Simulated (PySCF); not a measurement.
# C₄H₂F₄O: magnetic properties

Wanted: magnetic properties for C₄H₂F₄O (`C=C(C(=O)F)C(F)(F)F`).

Programs: PySCF 2.14.0, with routines of our own; each step states its level. All values are computed. Atoms count from 0.

## 1. The system as given

11 atoms, charge 0, multiplicity 1; geometry from: GFN2-xTB.

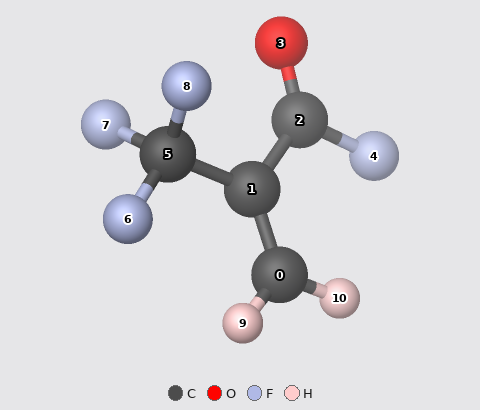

The starting geometry (carbon dark grey, oxygen red, fluorine light blue, hydrogen pink).

## 2. Magnetic properties: GIAO HF/pcSseg-1

The job: settings as JSON, then the geometry in Å.

```
{"job": {"kind": "mag", "xc": "HF", "basis": "pcSseg-1", "isotopologues": 0}, "charge": 0, "multiplicity": 1}
C     -1.016755    -1.046948    -0.329797
C     -0.192750    -0.033623    -0.079708
C     -0.525935     1.384473    -0.336812
O      0.131368     2.344769    -0.155885
F     -1.778064     1.501317    -0.850582
C      1.188826    -0.245238     0.504721
F      1.451153    -1.543531     0.703864
F      1.327521     0.360442     1.688425
F      2.149421     0.221909    -0.298158
H     -0.733376    -2.066846    -0.127441
H     -1.995984    -0.874054    -0.744590
```

Method: GIAO HF/pcSseg-1 magnetisability, rotational g tensor and spin-rotation constants, non-relativistic, gas phase.

Command:

```bash
OMP_NUM_THREADS=1 python excited_run.py task.json out
```

One launch serves the whole session: the jobs run in the order shown.

The log of the run:

```text
final grid: 113200 points
cycle   1  E = -624.8324473763  dE =  2.124e+00  |g| = 1.272e+00  |ddm| = 3.103e+00
cycle   2  E = -625.0326505360  dE = -2.002e-01  |g| = 9.123e-01  |ddm| = 1.251e+00
cycle   3  E = -625.1679205130  dE = -1.353e-01  |g| = 1.089e-01  |ddm| = 5.930e-01
cycle   4  E = -625.1712437773  dE = -3.323e-03  |g| = 4.758e-02  |ddm| = 1.086e-01
cycle   5  E = -625.1718813647  dE = -6.376e-04  |g| = 1.398e-02  |ddm| = 5.383e-02
cycle   6  E = -625.1719631374  dE = -8.177e-05  |g| = 6.257e-03  |ddm| = 1.546e-02
cycle   7  E = -625.1719873815  dE = -2.424e-05  |g| = 2.014e-03  |ddm| = 1.185e-02
cycle   8  E = -625.1719901654  dE = -2.784e-06  |g| = 8.733e-04  |ddm| = 3.825e-03
cycle   9  E = -625.1719905512  dE = -3.857e-07  |g| = 2.232e-04  |ddm| = 1.646e-03
cycle  10  E = -625.1719905845  dE = -3.335e-08  |g| = 7.435e-05  |ddm| = 5.084e-04
cycle  11  E = -625.1719905871  dE = -2.623e-09  |g| = 2.991e-05  |ddm| = 1.333e-04
cycle  12  E = -625.1719905875  dE = -3.834e-10  |g| = 8.547e-06  |ddm| = 5.973e-05
converged SCF energy = -625.1719905875

Magnetisability tensor (1e-30 J/T^2)
     -936.26       -7.26      104.82
       -7.26     -919.86      -26.49
      104.82      -26.49    -1148.40
isotropic -1001.50   principal values   -1193.19   -926.52   -884.80
isotropic susceptibility -60.312 1e-6 cm^3/mol

Inertial axes            a          b          c
rot. const./GHz      2.7251     1.2996     1.0396
chi total           -53.335    -55.745    -71.855
chi diamagnetic    -494.583   -886.757  -1117.109
chi paramagnetic    441.247    831.011   1045.254
quadrupole/D A       -7.573      6.245      1.328
g nuclear            0.5255     0.4851     0.5019
g electronic        -0.5649    -0.5074    -0.5105
g total             -0.0394    -0.0223    -0.0086

Spin-rotation constants (kHz, H = +C I.J)
atom  isotope        aa         bb         cc
  4    19F        2.638      3.164      1.171
  6    19F        2.397      1.470      0.916
  7    19F        3.706      1.205      0.877
  8    19F        3.708      1.188      0.879
  9     1H        0.074     -0.032     -0.124
 10     1H        0.172     -0.079     -0.123
  0    13C*       1.447      0.472      0.106
  1    13C*       1.321      0.347      0.159
  2    13C*       1.486      0.274      0.271
  3    17O*      -1.550     -0.793     -0.077
  5    13C*       0.739      0.343      0.277
* in the singly substituted isotopologue
```

Run time: 18 s. Hardware: 1 thread of Arm Neoverse V1, shared host; peak memory 0.72 GiB.

Key values:

```csv
quantity,value
magnetisability,-1002·10⁻³⁰ J/T²
molar susceptibility,-60.3·10⁻⁶ cm³/mol
"rotational g (a, b, c)","-0.0394, -0.0223, -0.0086"
```

## 3. Magnetic properties: GIAO B3LYP/6-31G

Settings changed since step 2:

```diff
@@ -1,2 +1,2 @@
-{"job": {"kind": "mag", "xc": "HF", "basis": "pcSseg-1", "isotopologues": 0}, "charge": 0, "multiplicity": 1}
+{"job": {"kind": "mag", "xc": "B3LYP", "basis": "6-31G"}, "charge": 0, "multiplicity": 1}
 C     -1.016755    -1.046948    -0.329797
```

Method: GIAO B3LYP/6-31G magnetisability, rotational g tensor and spin-rotation constants, non-relativistic, gas phase.

The log of the run:

```text
coarse grid: 11016 points
cycle   1  E = -627.6921669319  dE =  1.909e+00  |g| = 1.322e+00  |ddm| = 3.567e+00
cycle   2  E = -626.7109009298  dE =  9.813e-01  |g| = 2.644e+00  |ddm| = 3.780e+00
cycle   3  E = -628.0175577765  dE = -1.307e+00  |g| = 4.320e-01  |ddm| = 2.737e+00
cycle   4  E = -628.0515634976  dE = -3.401e-02  |g| = 1.120e-01  |ddm| = 4.463e-01
cycle   5  E = -628.0533131468  dE = -1.750e-03  |g| = 4.582e-02  |ddm| = 1.106e-01
cycle   6  E = -628.0538076058  dE = -4.945e-04  |g| = 1.224e-02  |ddm| = 5.155e-02
cycle   7  E = -628.0538438209  dE = -3.622e-05  |g| = 3.506e-03  |ddm| = 1.299e-02
cycle   8  E = -628.0538462702  dE = -2.449e-06  |g| = 1.012e-03  |ddm| = 3.201e-03
final grid: 113200 points
cycle   9  E = -628.0315824807  dE = -8.272e-06  |g| = 8.082e-03  |ddm| = 2.089e-02
cycle  10  E = -628.0315616201  dE =  2.086e-05  |g| = 1.328e-02  |ddm| = 1.875e-02
cycle  11  E = -628.0315939364  dE = -3.232e-05  |g| = 2.104e-03  |ddm| = 1.257e-02
cycle  12  E = -628.0315947637  dE = -8.273e-07  |g| = 2.455e-04  |ddm| = 1.774e-03
cycle  13  E = -628.0315947739  dE = -1.014e-08  |g| = 8.052e-05  |ddm| = 2.746e-04
cycle  14  E = -628.0315947749  dE = -1.062e-09  |g| = 3.251e-05  |ddm| = 1.011e-04
cycle  15  E = -628.0315947752  dE = -2.537e-10  |g| = 7.520e-06  |ddm| = 3.685e-05
converged SCF energy = -628.0315947752

Magnetisability tensor (1e-30 J/T^2)
     -893.45       10.08      106.72
       10.08     -850.25      -22.51
      106.72      -22.51    -1113.67
isotropic -952.46   principal values   -1158.88   -850.56   -847.94
isotropic susceptibility -57.358 1e-6 cm^3/mol

Inertial axes            a          b          c
rot. const./GHz      2.7251     1.2996     1.0396
chi total           -51.213    -51.073    -69.789
chi diamagnetic    -493.707   -884.699  -1116.262
chi paramagnetic    442.494    833.626   1046.473
quadrupole/D A       -6.919      4.890      2.029
g nuclear            0.5255     0.4851     0.5019
g electronic        -0.5665    -0.5090    -0.5111
g total             -0.0410    -0.0239    -0.0091

Spin-rotation constants (kHz, H = +C I.J)
atom  isotope        aa         bb         cc
  4    19F        3.603      3.900      1.306
  6    19F        2.765      1.694      1.144
  7    19F        4.082      1.459      1.101
  8    19F        4.083      1.442      1.100
  9     1H        0.044     -0.033     -0.135
 10     1H        0.143     -0.080     -0.134
  0    13C*       1.229      0.455      0.101
  1    13C*       1.204      0.367      0.164
  2    13C*       1.338      0.288      0.262
  3    17O*      -1.462     -0.819     -0.081
  5    13C*       0.823      0.365      0.291
* in the singly substituted isotopologue
```

Run time: 17 s. Hardware: 1 thread of Arm Neoverse V1, shared host; peak memory 0.51 GiB.

From this job:

| quantity | value |
| --- | --- |
| magnetisability | -952·10⁻³⁰ J/T² |
| molar susceptibility | -57.4·10⁻⁶ cm³/mol |
| rotational g (a, b, c) | -0.0410, -0.0239, -0.0091 |

## 4. Magnetic properties: GIAO BP86/MINI

Settings changed since step 3:

```diff
@@ -1,2 +1,2 @@
-{"job": {"kind": "mag", "xc": "B3LYP", "basis": "6-31G"}, "charge": 0, "multiplicity": 1}
+{"job": {"kind": "mag", "xc": "BP86", "basis": "MINI", "scf": {"max_cycle": 8}}, "charge": 0, "multiplicity": 1}
 C     -1.016755    -1.046948    -0.329797
```

Level: GIAO BP86/MINI magnetisability, rotational g tensor and spin-rotation constants, non-relativistic, gas phase.

The log of the run:

```text
final grid: 113200 points
cycle   1  E = -623.4312184447  dE =  1.902e+00  |g| = 1.002e+00  |ddm| = 5.412e+00
cycle   2  E = -622.3149900827  dE =  1.116e+00  |g| = 2.300e+00  |ddm| = 4.511e+00
cycle   3  E = -623.6189241680  dE = -1.304e+00  |g| = 6.950e-01  |ddm| = 3.564e+00
cycle   4  E = -623.7521717287  dE = -1.332e-01  |g| = 2.199e-01  |ddm| = 1.215e+00
cycle   5  E = -623.7647505103  dE = -1.258e-02  |g| = 9.868e-02  |ddm| = 4.085e-01
cycle   6  E = -623.7675437791  dE = -2.793e-03  |g| = 3.421e-02  |ddm| = 1.794e-01
cycle   7  E = -623.7680018398  dE = -4.581e-04  |g| = 3.897e-03  |ddm| = 6.207e-02
cycle   8  E = -623.7680052495  dE = -3.410e-06  |g| = 2.033e-03  |ddm| = 8.611e-03
SCF not converged, last energy = -623.7680052495
```

Run time: 5.1 s. Hardware: 1 thread of Arm Neoverse V1, shared host; peak memory 0.34 GiB.

Why it failed: The cap of 8 cycles ended the SCF at a gradient of 2.0e-03. Cure: raise the cap. Numbers printed on the way are no properties of the molecule.

## 5. Magnetic properties side by side

```csv
level,ξ (10⁻³⁰ J/T²),g(a),g(b),gap (eV),functions,time
GIAO HF/pcSseg-1,-1002,-0.0394,-0.0223,13.62,163,18 s
GIAO B3LYP/6-31G,-952,-0.0410,-0.0239,6.37,85,17 s
```

## 6. Outcome

| quantity | value |
| --- | --- |
| magnetisability (step 2, GIAO HF/pcSseg-1) | -1002·10⁻³⁰ J/T² |
| molar susceptibility (step 2, GIAO HF/pcSseg-1) | -60.3·10⁻⁶ cm³/mol |
| rotational g (a, b, c) (step 2, GIAO HF/pcSseg-1) | -0.0394, -0.0223, -0.0086 |
| magnetisability over the levels | -1002 to -952·10⁻³⁰ J/T² |
| runs | 1 failed, 0 ended on unsound input |

The magnetisability spreads by 5.0 % over 2 levels of like cost. Two levels can agree by chance, so this spread shows no convergence. Vibrational averaging and real surroundings are missing from these values.
